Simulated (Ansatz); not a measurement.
# AlF₂H₃OS: a barrier at many levels of theory

How high is the barrier of this step (O2–H5 formed, Al1–O2 loosened, H5–S6 broken), and how far do cheaper methods land from CCSD(T)?

Computed with Ansatz 0.2.0, Gaussian basis. Level: single points in def2-TZVPP on PBE0-D4/def2-TZVP structures.

Levels: SPW92, PBE-D4, BLYP-D4, r2SCAN-D4, B97M-V, PBE0-D4, B3LYP-D4, r2SCAN0-D4, BHLYP-D4, CAM-B3LYP-D4, wB97X-V, wB97M-V, B2PLYP, PBE-QIDH, RPA on PBE, Hartree-Fock, MP2, CCSD, CCSD(T). The reference is CCSD(T) at the basis limit, from triple and quadruple zeta. Zero-point energies come from PBE0-D4 vibrations.

Cores are frozen in the correlated methods. B3LYP uses VWN-RPA correlation. B2PLYP carries no dispersion term here.

23 further runs of the same task are left out: 23 set aside as unsound or not needed.

## (1) Start, saddle and end, as given

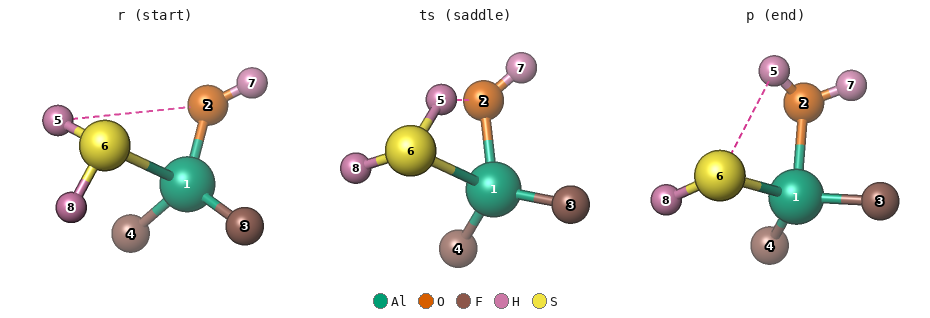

Start, saddle and end (aluminium teal, oxygen orange, fluorine brown, hydrogen pink, sulfur yellow); broken lines mark the pairs that change.

Charge 0, multiplicity 1. The folders r, ts and p hold the start, the saddle and the end; their coordinates stand in the first inputs.

```
  pair  r (Å)  ts (Å)  p (Å)
 O2–H5  3.268   1.362  0.967
Al1–O2  1.696   1.790  1.955
 H5–S6  1.345   1.556  2.935
```

## (2) wB97M-V/def2-TZVPP

File r/in.yaml:

```yaml
crystal:
  periodic: [false, false, false]
  atoms:
    - {symbol: Al, position_ang: [-0.159949, 0.721577, -0.367646]}
    - {symbol: O, position_ang: [1.445996, 0.678475, -0.911174]}
    - {symbol: F, position_ang: [-1.413375, 0.643049, -1.446377]}
    - {symbol: F, position_ang: [-0.451881, 1.528624, 1.047712]}
    - {symbol: H, position_ang: [0.593594, -1.330620, 1.520789]}
    - {symbol: S, position_ang: [-0.336240, -1.566311, 0.578135]}
    - {symbol: H, position_ang: [1.673905, 0.611078, -1.835925]}
    - {symbol: H, position_ang: [-1.351851, -1.285971, 1.414587]}
basis:
  gaussian: {orbitals: def2-TZVPP}
hamiltonian: {xc: {name: wB97M-V}}
```

File ts/in.yaml:

```yaml
crystal:
  periodic: [false, false, false]
  atoms:
    - {symbol: Al, position_ang: [-0.520313, 0.632052, -0.295413]}
    - {symbol: O, position_ang: [1.220357, 0.220306, -0.356420]}
    - {symbol: F, position_ang: [-1.227415, 0.644229, -1.783095]}
    - {symbol: F, position_ang: [-0.920790, 1.785214, 0.807164]}
    - {symbol: H, position_ang: [0.726284, -0.939087, 0.160794]}
    - {symbol: S, position_ang: [-0.614099, -1.525187, 0.691585]}
    - {symbol: H, position_ang: [1.753610, 0.220763, -1.154367]}
    - {symbol: H, position_ang: [-0.417435, -1.038391, 1.929853]}
basis:
  gaussian: {orbitals: def2-TZVPP}
hamiltonian: {xc: {name: wB97M-V}}
```

File p/in.yaml:

```yaml
crystal:
  periodic: [false, false, false]
  atoms:
    - {symbol: Al, position_ang: [-0.631256, 0.393246, -0.100373]}
    - {symbol: O, position_ang: [1.286257, 0.229394, -0.446917]}
    - {symbol: F, position_ang: [-1.043977, 0.555488, -1.698946]}
    - {symbol: F, position_ang: [-0.731904, 1.727847, 0.863298]}
    - {symbol: H, position_ang: [1.590166, -0.640104, -0.152292]}
    - {symbol: S, position_ang: [-1.014191, -1.559000, 0.841831]}
    - {symbol: H, position_ang: [1.496296, 0.327467, -1.384470]}
    - {symbol: H, position_ang: [-0.951192, -1.034438, 2.077969]}
basis:
  gaussian: {orbitals: def2-TZVPP}
hamiltonian: {xc: {name: wB97M-V}}
```

The command line of these runs was not kept.

After this run come: CCSD(T)/def2-TZVPP; MP2/def2-QZVPP; Vibrations of the start structure; Vibrations of the end structure.

What does the calculation give? Wanted: barrier, CCSD(T)/CBS; reverse barrier, CCSD(T)/CBS; step energy, CCSD(T)/CBS; barrier with zero-point energy; step energy with zero-point energy; imaginary mode at the saddle; largest T1 diagnostic.

The runs gave:

| quantity | value |
| --- | --- |
| barrier, CCSD(T)/CBS | 11.6 kcal/mol |
| reverse barrier, CCSD(T)/CBS | 16.9 kcal/mol |
| step energy, CCSD(T)/CBS | -5.3 kcal/mol |
| barrier with zero-point energy | 10.4 kcal/mol |
| step energy with zero-point energy | -3.2 kcal/mol |
| imaginary mode at the saddle | 873i cm⁻¹ |
| largest T1 diagnostic | 0.012 |

**Reading.** wB97X-V is the best functional here (-0.2 kcal/mol from CCSD(T)/CBS); SPW92 is the worst (-10.4 kcal/mol). Mean unsigned error by rung: LDA 10.4, GGA 4.3, meta-GGA 2.8, hybrid 2.2, range-separated hybrid 0.4, double hybrid 1.0 kcal/mol. PBE-D4 gives a barrier 5.9 kcal/mol too low, outside chemical accuracy (1 kcal/mol). Every functional without exact exchange puts the barrier too low, the usual mark of self-interaction error, which favours the spread-out density of a saddle. The barrier rises with the share of exact exchange, from BLYP-D4 through B3LYP-D4 to BHLYP-D4 (-2.6, -0.9, +2.2 kcal/mol). Hartree-Fock, with no correlation, is off by +9.4 kcal/mol. Zero-point motion lowers the barrier by 1.2 kcal/mol.
